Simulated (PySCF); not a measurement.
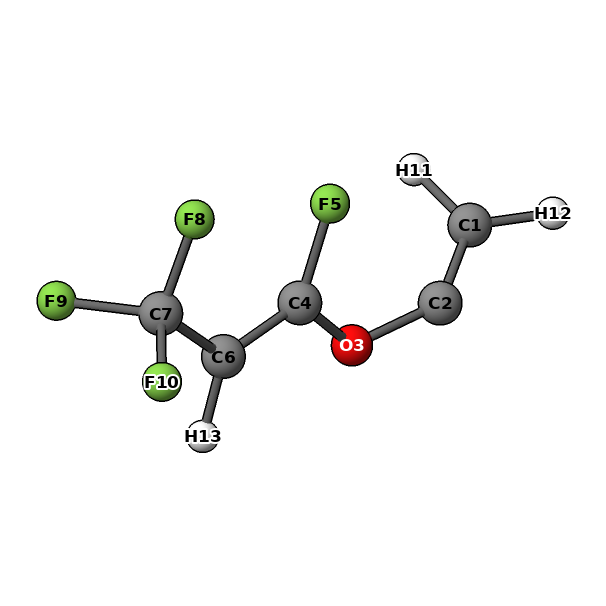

The questions are on Mulliken spin populations. The species is neutral and a spin doublet. Computed geometry: GFN2-xTB optimisation. No frequency run is at hand to confirm it as a minimum. Properties computed with UKS B3LYP, pcH-1 on C F H O, non-relativistic (PySCF 2.14.0).

Question: Which atom carries the largest spin population?

Answer: C2 (0.90 e).

Question: Which atom has the lowest spin population?

Answer: C1 (−0.13 e); a negative value comes from spin polarisation.

Give the Mulliken spin populations atom by atom.

```
atom  value (e)
  C1      −0.13
  C2       0.90
  O3       0.06
  C4      −0.03
  F5       0.00
  C6       0.10
  C7       0.00
  F8       0.00
  F9       0.00
 F10       0.00
 H11       0.08
 H12       0.02
 H13       0.00
```

Mulliken values depend strongly on the basis set.
